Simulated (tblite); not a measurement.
# C3H12NPSi: geometry relaxation (part 4 of 4)

C3H12NPSi; GFN2-xTB geometry optimisation, gas phase (tblite 0.8.0). It belongs to a series of runs on one base structure; here: H on N replaced by C2H5.

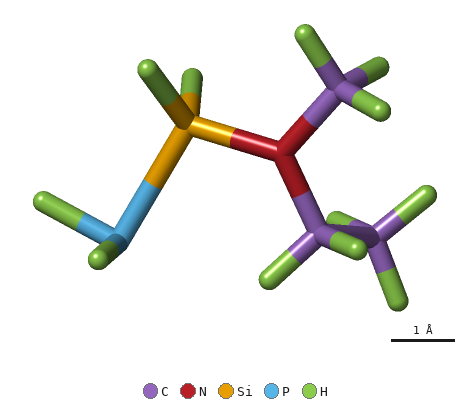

Figure 1. The geometry at step 103 of the log (stick view, seen at a tilt).

### Trajectory as extended XYZ, continued
```
18
Properties=species:S:1:pos:R:3:forces:R:3 step=93 energy=-537.01099
C    -1.7675   -1.0083   -0.5197   -0.0020   0.0040  -0.0020
C    -0.6942   -0.0326   -0.9981   -0.0020  -0.0050  -0.0040
N     0.0052    0.6395    0.0730    0.0000  -0.0070  -0.0010
C    -0.7944    1.6005    0.7906    0.0040   0.0070  -0.0020
Si    1.3893   -0.0224    0.8399    0.0040  -0.0060   0.0050
P     2.3197   -1.4448   -0.6160    0.0030  -0.0190   0.0160
H    -2.5484   -0.4850    0.0268   -0.0030  -0.0080   0.0080
H    -2.2228   -1.5120   -1.3685    0.0200   0.0060  -0.0100
H    -1.3202   -1.7545    0.1334    0.0020   0.0070  -0.0070
H     0.0482   -0.5809   -1.5874   -0.0030  -0.0030  -0.0050
H    -1.1460    0.7291   -1.6460   -0.0190  -0.0130   0.0010
H    -0.1463    2.2153    1.4091    0.0100  -0.0020   0.0150
H    -1.3199    2.2459    0.0838   -0.0120   0.0030  -0.0040
H    -1.5321    1.1220    1.4423   -0.0020   0.0220   0.0070
H     2.2370    1.1235    1.1985   -0.0020   0.0060  -0.0010
H     1.1476   -0.8081    2.0678   -0.0020   0.0010  -0.0080
H     3.4922   -1.5479    0.1052   -0.0050   0.0020  -0.0160
H     2.8439   -0.4730   -1.4466    0.0070   0.0070   0.0090
18
Properties=species:S:1:pos:R:3:forces:R:3 step=96 energy=-537.01122
C    -1.7670   -1.0085   -0.5213    0.0040  -0.0030   0.0040
C    -0.6953   -0.0318   -0.9991    0.0060   0.0090   0.0050
N     0.0046    0.6390    0.0726   -0.0050   0.0130   0.0070
C    -0.7940    1.6010    0.7915   -0.0010   0.0010   0.0010
Si    1.3898   -0.0223    0.8391   -0.0120   0.0040  -0.0020
P     2.3205   -1.4499   -0.6116   -0.0110   0.0070  -0.0120
H    -2.5476   -0.4879    0.0280   -0.0070  -0.0030   0.0030
H    -2.2211   -1.5114   -1.3707    0.0070   0.0010  -0.0140
H    -1.3169   -1.7543    0.1297    0.0040  -0.0100   0.0030
H     0.0471   -0.5788   -1.5897   -0.0030  -0.0020  -0.0050
H    -1.1492    0.7301   -1.6450   -0.0130  -0.0060  -0.0050
H    -0.1447    2.2152    1.4103   -0.0010  -0.0070  -0.0070
H    -1.3232    2.2461    0.0862    0.0140  -0.0060   0.0050
H    -1.5308    1.1233    1.4451    0.0050   0.0150   0.0030
H     2.2363    1.1255    1.1948    0.0020   0.0020  -0.0010
H     1.1456   -0.8039    2.0683    0.0000  -0.0050   0.0010
H     3.4949   -1.5470    0.1048    0.0140  -0.0050   0.0090
H     2.8423   -0.4781   -1.4445   -0.0030  -0.0040   0.0050
18
Properties=species:S:1:pos:R:3:forces:R:3 step=98 energy=-537.01133
C    -1.7661   -1.0089   -0.5221    0.0040  -0.0090   0.0030
C    -0.6952   -0.0310   -0.9997   -0.0060   0.0000   0.0040
N     0.0043    0.6398    0.0723   -0.0010   0.0020  -0.0020
C    -0.7932    1.6018    0.7916   -0.0010   0.0000   0.0030
Si    1.3883   -0.0228    0.8400   -0.0010   0.0060   0.0000
P     2.3192   -1.4514   -0.6099   -0.0050   0.0060  -0.0060
H    -2.5465   -0.4904    0.0302    0.0010  -0.0070  -0.0090
H    -2.2198   -1.5103   -1.3730    0.0020   0.0050  -0.0020
H    -1.3145   -1.7560    0.1264    0.0020  -0.0100   0.0040
H     0.0468   -0.5781   -1.5913   -0.0040   0.0070   0.0030
H    -1.1512    0.7296   -1.6457   -0.0040   0.0000   0.0000
H    -0.1425    2.2162    1.4085    0.0020   0.0040  -0.0070
H    -1.3247    2.2450    0.0870    0.0130   0.0060  -0.0020
H    -1.5283    1.1259    1.4480   -0.0030   0.0010   0.0070
H     2.2356    1.1253    1.1939    0.0010  -0.0010   0.0000
H     1.1449   -0.8026    2.0706   -0.0030  -0.0040  -0.0010
H     3.4957   -1.5474    0.1042    0.0030  -0.0030   0.0070
H     2.8384   -0.4784   -1.4425   -0.0010  -0.0030  -0.0010
18
Properties=species:S:1:pos:R:3:forces:R:3 step=101 energy=-537.01142
C    -1.7651   -1.0103   -0.5220    0.0010  -0.0040  -0.0030
C    -0.6954   -0.0311   -0.9991   -0.0030  -0.0010   0.0010
N     0.0036    0.6400    0.0730    0.0000  -0.0020   0.0010
C    -0.7930    1.6028    0.7921    0.0010   0.0040  -0.0010
Si    1.3872   -0.0229    0.8412    0.0040  -0.0030  -0.0030
P     2.3180   -1.4503   -0.6104    0.0050  -0.0040   0.0090
H    -2.5461   -0.4926    0.0299    0.0000  -0.0070  -0.0020
H    -2.2181   -1.5096   -1.3744    0.0010  -0.0050   0.0000
H    -1.3133   -1.7581    0.1258   -0.0010  -0.0050  -0.0020
H     0.0468   -0.5772   -1.5911    0.0010   0.0050   0.0050
H    -1.1520    0.7284   -1.6463   -0.0040   0.0030   0.0100
H    -0.1412    2.2177    1.4072    0.0050   0.0050   0.0000
H    -1.3228    2.2460    0.0865    0.0010   0.0090  -0.0040
H    -1.5283    1.1293    1.4501    0.0000  -0.0010  -0.0010
H     2.2339    1.1258    1.1940    0.0030  -0.0010   0.0030
H     1.1444   -0.8043    2.0713   -0.0020   0.0010  -0.0060
H     3.4958   -1.5502    0.1029   -0.0160   0.0040  -0.0030
H     2.8370   -0.4770   -1.4421    0.0050   0.0030  -0.0030
18
Properties=species:S:1:pos:R:3:forces:R:3 step=103 energy=-537.01148
C    -1.7647   -1.0118   -0.5222   -0.0020   0.0010  -0.0040
C    -0.6965   -0.0309   -0.9986    0.0050   0.0020   0.0000
N     0.0030    0.6400    0.0733   -0.0020   0.0020   0.0070
C    -0.7928    1.6034    0.7927    0.0040   0.0060  -0.0030
Si    1.3875   -0.0222    0.8407   -0.0010  -0.0030  -0.0010
P     2.3177   -1.4510   -0.6101    0.0000   0.0040  -0.0010
H    -2.5471   -0.4949    0.0280   -0.0040  -0.0050   0.0080
H    -2.2163   -1.5103   -1.3756    0.0000  -0.0150  -0.0020
H    -1.3127   -1.7592    0.1261   -0.0030  -0.0030  -0.0060
H     0.0460   -0.5756   -1.5911    0.0070   0.0000  -0.0010
H    -1.1542    0.7284   -1.6452   -0.0040   0.0040   0.0120
H    -0.1401    2.2173    1.4079    0.0030   0.0020   0.0030
H    -1.3205    2.2483    0.0868   -0.0030   0.0010   0.0020
H    -1.5292    1.1306    1.4507    0.0070   0.0050  -0.0110
H     2.2336    1.1271    1.1932    0.0010  -0.0040   0.0020
H     1.1443   -0.8039    2.0706    0.0000   0.0030  -0.0060
H     3.4951   -1.5511    0.1029   -0.0080   0.0020   0.0040
H     2.8382   -0.4781   -1.4418    0.0010  -0.0010  -0.0020
18
Properties=species:S:1:pos:R:3:forces:R:3 step=106 energy=-537.01165
C    -1.7628   -1.0160   -0.5248   -0.0060  -0.0010   0.0020
C    -0.6985   -0.0288   -0.9977    0.0000  -0.0030   0.0020
N     0.0016    0.6413    0.0740    0.0000  -0.0040   0.0020
C    -0.7917    1.6060    0.7943    0.0090   0.0070   0.0000
Si    1.3874   -0.0202    0.8392    0.0000   0.0060   0.0040
P     2.3145   -1.4548   -0.6071   -0.0110   0.0150  -0.0190
H    -2.5486   -0.5041    0.0256    0.0010  -0.0060   0.0080
H    -2.2110   -1.5143   -1.3805    0.0030  -0.0080   0.0030
H    -1.3094   -1.7640    0.1218    0.0010   0.0020  -0.0060
H     0.0452   -0.5689   -1.5928    0.0030   0.0030  -0.0100
H    -1.1618    0.7310   -1.6395    0.0050   0.0050   0.0020
H    -0.1361    2.2170    1.4095   -0.0060   0.0010   0.0050
H    -1.3175    2.2540    0.0896   -0.0050  -0.0080   0.0060
H    -1.5281    1.1329    1.4520    0.0020   0.0140  -0.0130
H     2.2358    1.1292    1.1881   -0.0020  -0.0090  -0.0010
H     1.1447   -0.7974    2.0716   -0.0010  -0.0010   0.0000
H     3.4908   -1.5522    0.1061    0.0110  -0.0060   0.0170
H     2.8367   -0.4844   -1.4412   -0.0040  -0.0060  -0.0020
18
Properties=species:S:1:pos:R:3:forces:R:3 step=108 energy=-537.01177
C    -1.7606   -1.0195   -0.5272   -0.0010  -0.0040   0.0030
C    -0.6987   -0.0276   -0.9966   -0.0060  -0.0030   0.0020
N     0.0003    0.6423    0.0759    0.0030  -0.0070  -0.0030
C    -0.7905    1.6092    0.7956    0.0030   0.0020  -0.0010
Si    1.3865   -0.0189    0.8399    0.0060   0.0020   0.0030
P     2.3094   -1.4560   -0.6063   -0.0030   0.0000  -0.0030
H    -2.5479   -0.5123    0.0256    0.0040  -0.0040   0.0010
H    -2.2065   -1.5170   -1.3847    0.0010   0.0030   0.0070
H    -1.3057   -1.7691    0.1165    0.0080   0.0020  -0.0010
H     0.0473   -0.5635   -1.5933   -0.0090   0.0050  -0.0080
H    -1.1651    0.7326   -1.6356    0.0080   0.0040  -0.0040
H    -0.1338    2.2197    1.4100   -0.0060   0.0000   0.0020
H    -1.3165    2.2570    0.0911   -0.0030  -0.0030   0.0010
H    -1.5270    1.1375    1.4535   -0.0070   0.0110  -0.0030
H     2.2371    1.1297    1.1850    0.0010  -0.0050   0.0020
H     1.1450   -0.7939    2.0737   -0.0010  -0.0030   0.0030
H     3.4859   -1.5555    0.1077    0.0000  -0.0020   0.0040
H     2.8322   -0.4883   -1.4423    0.0030   0.0010  -0.0040
18
Properties=species:S:1:pos:R:3:forces:R:3 step=111 energy=-537.01184
C    -1.7593   -1.0211   -0.5274    0.0050   0.0030   0.0000
C    -0.6984   -0.0277   -0.9956    0.0020   0.0060  -0.0030
N    -0.0001    0.6419    0.0777   -0.0020   0.0040   0.0020
C    -0.7902    1.6109    0.7956   -0.0060  -0.0030  -0.0030
Si    1.3866   -0.0189    0.8413   -0.0040  -0.0040  -0.0010
P     2.3066   -1.4551   -0.6075    0.0050  -0.0070   0.0050
H    -2.5467   -0.5153    0.0264    0.0000  -0.0020   0.0050
H    -2.2049   -1.5174   -1.3855   -0.0020  -0.0010   0.0020
H    -1.3034   -1.7712    0.1148    0.0080   0.0010   0.0010
H     0.0481   -0.5619   -1.5931   -0.0060  -0.0010  -0.0040
H    -1.1637    0.7327   -1.6352   -0.0010   0.0040   0.0030
H    -0.1342    2.2225    1.4098   -0.0010  -0.0020  -0.0030
H    -1.3166    2.2574    0.0902    0.0030   0.0030  -0.0060
H    -1.5282    1.1420    1.4539   -0.0050  -0.0010   0.0010
H     2.2375    1.1292    1.1858    0.0030  -0.0020   0.0050
H     1.1444   -0.7957    2.0740    0.0020   0.0010   0.0010
H     3.4833   -1.5583    0.1067   -0.0080   0.0010  -0.0050
H     2.8306   -0.4879   -1.4435    0.0060   0.0020   0.0000
```

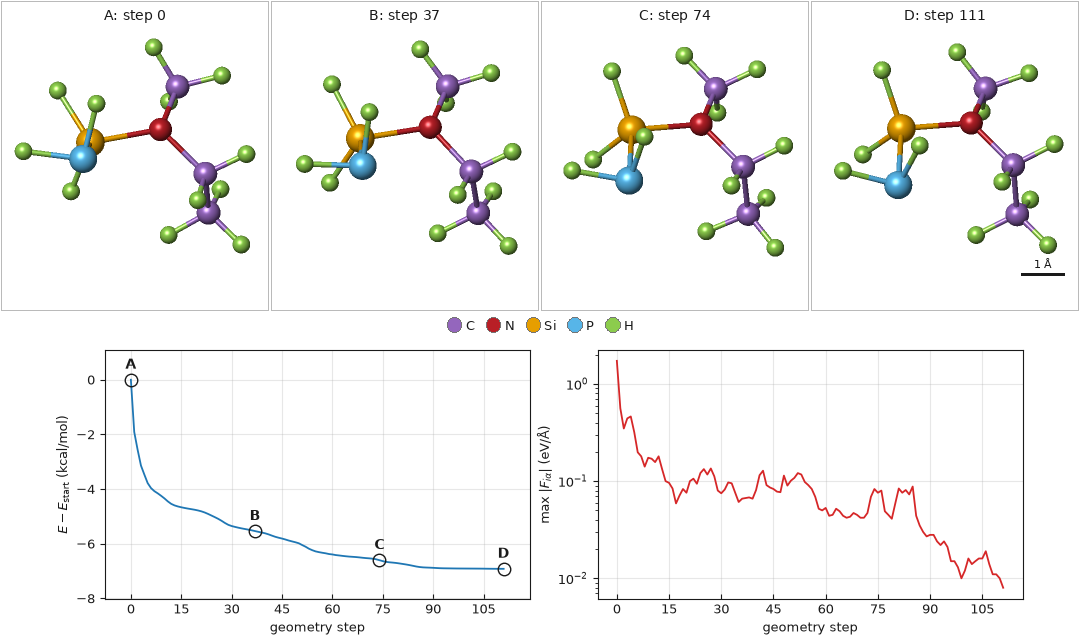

Figure 2. Frames of the relaxation (ball-and-stick view, seen at a tilt) above the curves, on which the letters mark them (steps are counted from 0).

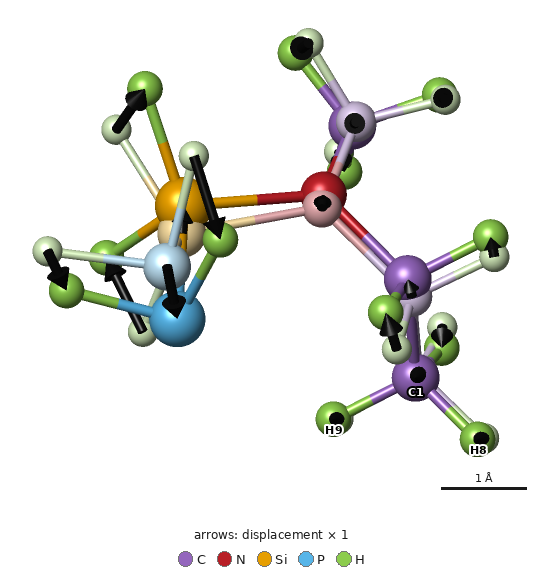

Figure 3. Start (faint) and end (solid) with the displacements as black arrows, at true length (ball-and-stick view, seen at a tilt). The two geometries are laid on each other by the best rigid fit. The atom that moves furthest after the best rigid fit is H18 (1.04 Å). Largest moves by element: H 1.04 Å, P 0.75 Å, Si 0.33 Å, C 0.32 Å, N 0.22 Å. Among the contacts that change: C2–N3 1.489 → 1.445 Å, P6–H17 1.421 → 1.380 Å, N3–C4 1.476 → 1.442 Å, Si5–P6 2.209 → 2.238 Å. Among the angles that change: N3–Si5–H16 109.1° → 116.2°, P6–Si5–H16 111.7° → 105.7°, C2–N3–C4 109.2° → 114.6°. After 111 geometry steps the energy has fallen by 6.92 kcal/mol. The largest force component goes from 1.7 to 0.008 eV/Å. (Atoms are counted from 1 in the order of the input.)

This output came from the following input.

### Input file
```
{"job": {"kind": "relax", "xc": "GFN2-xTB", "basis": "xTB"}, "charge": 0, "multiplicity": 1}
C     -1.987400    -0.958900    -0.300400
C     -0.851700    -0.212200    -0.991300
N      0.078700     0.476800    -0.054500
C     -0.603400     1.645300     0.536400
Si     1.344700    -0.326900     0.774300
P      2.845100    -0.937800    -0.727300
H     -2.649500    -0.267500     0.244200
H     -2.601800    -1.459100    -1.048200
H     -1.624900    -1.719500     0.398500
H     -0.294900    -0.933500    -1.596700
H     -1.266400     0.501300    -1.700300
H      0.121600     2.349200     0.950500
H     -1.194600     2.196800    -0.184500
H     -1.265400     1.338900     1.359400
H      1.962000     0.638000     1.715800
H      0.787300    -1.493300     1.495400
H      3.905900    -1.188100     0.184200
H      3.286000     0.356900    -1.067400
```

The first line tells a small driver script what to run in tblite; the rest is the geometry in Å.

Launched with:
```bash
OMP_NUM_THREADS=1 python <driver script> task.json out
```

### Key numbers

- outcome: converged
- total energy: −537.0118 eV
- hardware: 1 CPU thread, shared host
- wall time: 0.64 s
- peak memory: 0.18 GiB
